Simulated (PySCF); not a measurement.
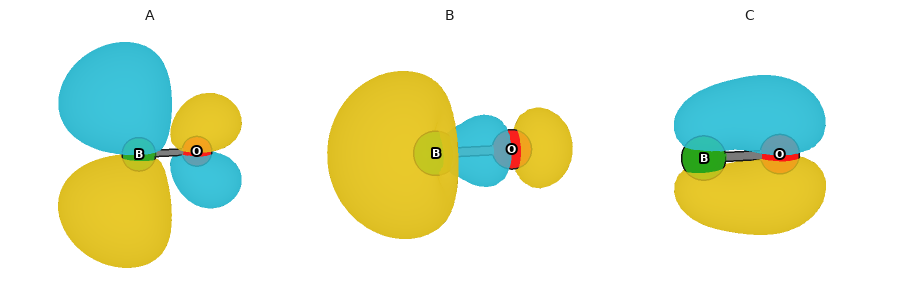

Figure 1: BO (doublet). Three frontier α-spin orbitals, each drawn at the value that holds 80 % of its norm (yellow and cyan are the two phases), in no order; of a degenerate pair one member is drawn.

Theory: PBE0/x2c-TZVPPall, spin-free X2C-1e, Gaussian nucleus, at a bond length of 1.202 Å in PySCF 2.14.0.

Q: Name the orbitals and rank them from lowest to highest energy.

A: Orbital C: π, occupied in this spin, −10.64 eV; mainly on O (70 %).
Orbital B: σ, occupied in this spin, −9.89 eV; mainly on B (85 %).
Orbital A: π, empty in this spin, −0.46 eV; mainly on B (75 %).
